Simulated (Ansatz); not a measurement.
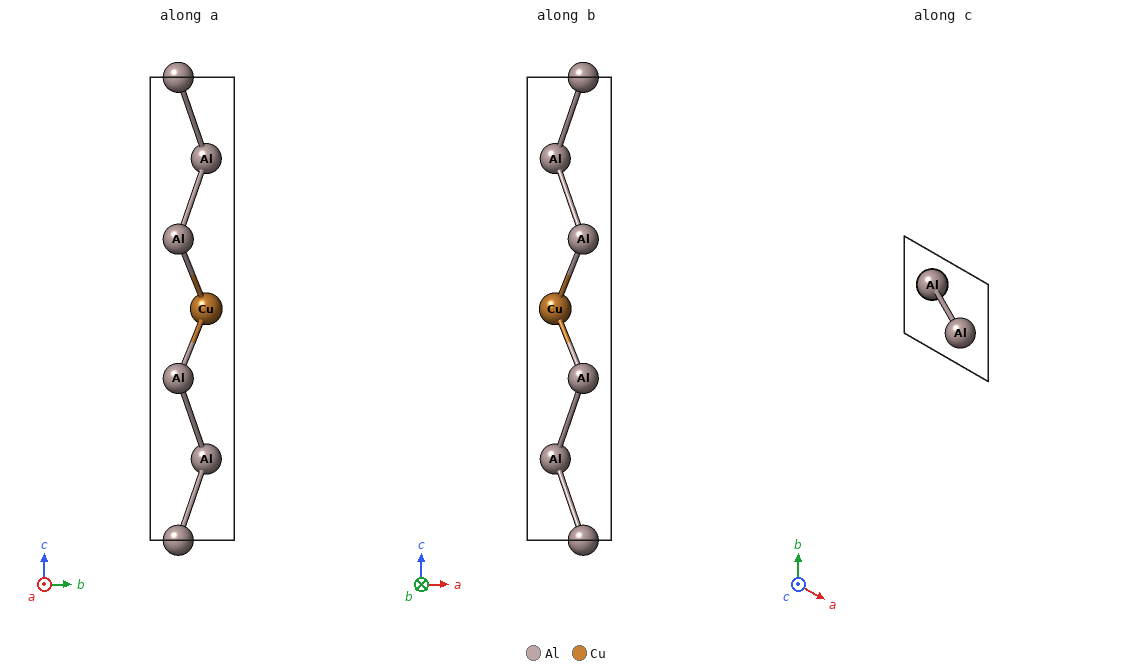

The crystal in a ball-and-stick representation, seen along the a axis, along the b axis and along the c axis. The box is the conventional unit cell; atoms on or close to its faces, edges and corners are drawn wherever they repeat.

Lattice parameters: a = 2.8347 Å, b = 2.8347 Å, c = 13.5224 Å, α = 90.000°, β = 90.000°, γ = 120.000°.

> Transcribe the picture into a CIF in P1 with every atom of the cell, with free fractional coordinates to two decimals.

```cif
data_structure
_symmetry_space_group_name_H-M 'P 1'
_symmetry_Int_Tables_number 1
_cell_length_a 2.8347
_cell_length_b 2.8347
_cell_length_c 13.5224
_cell_angle_alpha 90.000
_cell_angle_beta 90.000
_cell_angle_gamma 120.000
_cell_volume 94.10
loop_
_atom_site_label
_atom_site_type_symbol
_atom_site_fract_x
_atom_site_fract_y
_atom_site_fract_z
_atom_site_occupancy
Al1 Al 0.3333 0.6667 0.82 1
Al2 Al 0.3333 0.6667 0.18 1
Al3 Al 0.6667 0.3333 0.00 1
Al4 Al 0.6667 0.3333 0.35 1
Al5 Al 0.6667 0.3333 0.65 1
Cu1 Cu 0.3333 0.6667 0.50 1
```

The initial geometry was a structure type filled with these elements by a generator (whether the compound takes this form wasn't checked). It is drawn as it came out of a relaxation with DFT PBE, scalar-relativistic, plane waves, PAW (Ansatz).
